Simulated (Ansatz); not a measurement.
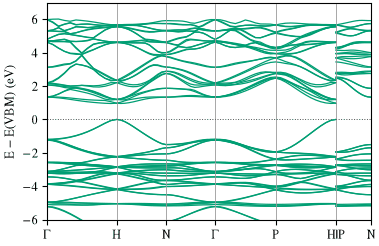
Figure: Band structure from plane-wave PAW PBEsol with spin–orbit coupling (Ansatz code)

Q: Read off the gap and where the band edges lie.

A: About 1.0 eV (0.95 eV by a search for the band edges); maximum at H, minimum on the Γ–H line, 93 % of the way from Γ.

The material is K2Sn2O3 in space group I2_13 (No. 199; K on 8a, Sn on 8a, O on 12b).

The first step of the workflow began from a Materials Project structure, measured or hypothetical; the Crystallography Open Database copy checked does not list it. COD files the formula under space group No. 166. Whether it is the stable phase at ambient conditions was not checked. Symmetry was held in the PBEsol relaxation; whether a distortion lowers the energy is not shown.

Potentials: the earlier of the program's two PAW sets. The files were generated under PBE; for other functionals the program regenerates the frozen cores, and for LDA and PBEsol the local potential too.
